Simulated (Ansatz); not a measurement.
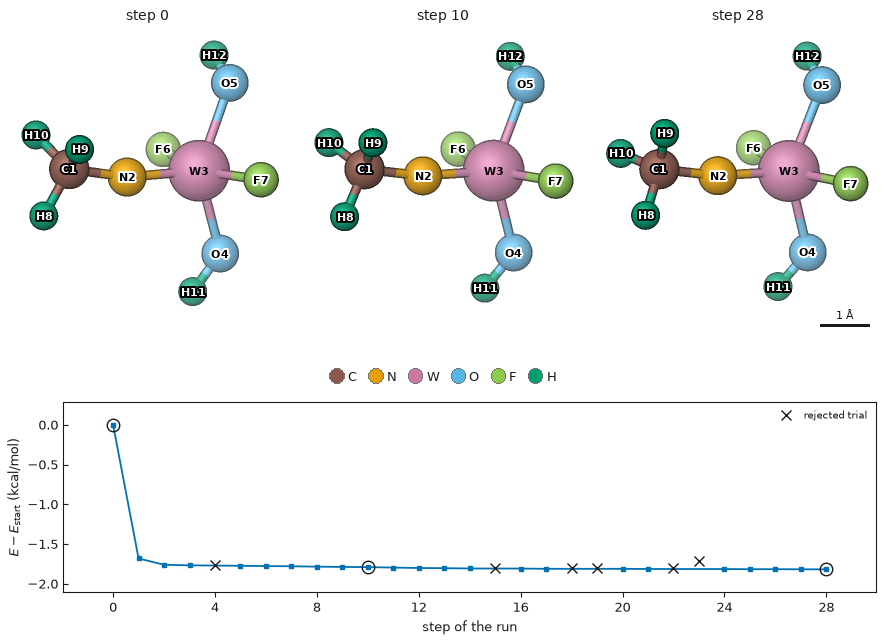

Frames of a relaxation of CH₅F₂NO₂W, marked on the history of the run. A ball-and-stick model, seen at a tilt.

The start comes from PBE-D4/def2-SVP.

Computed with RKS PBE0-D4/def2-TZVP (Ansatz). Set-up: force threshold 0.005 eV/Å; at most 150 steps.

Question: What happens along the run?

Answer: The energy falls by 1.82 kcal/mol in 22 accepted moves (28 points after the start). Largest force component: 1 eV/Å at the start, 0.0038 eV/Å at the end. The line search rejected the trial steps at points 4, 15, 18, 19, 22, 23 of the run. The forces were under the threshold at step 16, but the run went on from there. The largest move after the best rigid fit is that of H10, 0.43 Å. By element the largest moves are H 0.43 Å, O 0.09 Å, F 0.08 Å, N 0.03 Å, W 0.03 Å, C 0.01 Å. Among the contacts that change: N2–W3 1.739 → 1.715 Å, W3–F7 1.894 → 1.871 Å, W3–O4 1.906 → 1.885 Å, W3–O5 1.930 → 1.908 Å. Bond angles that change, for instance: C1–N2–W3 168.9° → 171.2°. The run took 3 min on 4 threads of Arm Neoverse V1 (shared host). From step 0 to 10: H10 moves most (0.19 Å), energy −1.79 kcal/mol. From step 10 to 28: H atoms move most (0.24 Å), energy −0.03 kcal/mol.

```csv
step,"E − E(0), kcal/mol","largest force component, eV/Å",note
0,0.00,1.0003,
1,-1.68,0.2726,
2,-1.76,0.0561,
3,-1.77,0.0346,
4,-1.76,0.0629,rejected
5,-1.77,0.0105,
6,-1.78,0.0139,
7,-1.78,0.0858,
8,-1.78,0.0256,
9,-1.79,0.0107,
10,-1.79,0.0628,
11,-1.80,0.0356,
12,-1.80,0.0149,
13,-1.80,0.0637,
14,-1.81,0.0227,
15,-1.81,0.0284,rejected
16,-1.81,0.0041,
17,-1.81,0.0130,
18,-1.80,0.1222,rejected
19,-1.80,0.2233,rejected
20,-1.81,0.0019,
21,-1.81,0.0076,
22,-1.80,0.1151,rejected
23,-1.71,0.2720,rejected
24,-1.81,0.0028,
25,-1.82,0.0099,
26,-1.82,0.0360,
27,-1.82,0.0144,
28,-1.82,0.0038,
```
